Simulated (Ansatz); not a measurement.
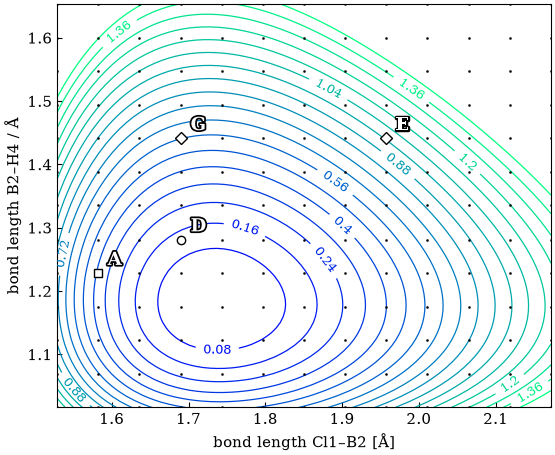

BBrClH, SMILES ClBBr. First axis: bond length Cl1–B2. Second axis: bond length B2–H4. Nothing is relaxed (all other coordinates rigid). The scan uses a 13 × 13 grid. Points are written as (first, second). Energies: eV, counted from the relaxed molecule at the same level. These are results of RKS B3LYP-D4/def2-TZVP (Ansatz), not measurements.

The picture shows contour lines labelled in eV (none above 1.44), dots at the grid points, lettered points. Between grid points the surface is interpolated.

> What kind of point is each of A, D, E, G: minimum, saddle, maximum or slope?

A: on a slope; D: on a slope; E: on a slope; G: on a slope. (In these two coordinates alone; a stationary point may lie a little off the grid point.)

> Rank the lettered points by energy, lowest first.

D (0.13 eV), A (0.39 eV), G (0.56 eV), E (0.97 eV).
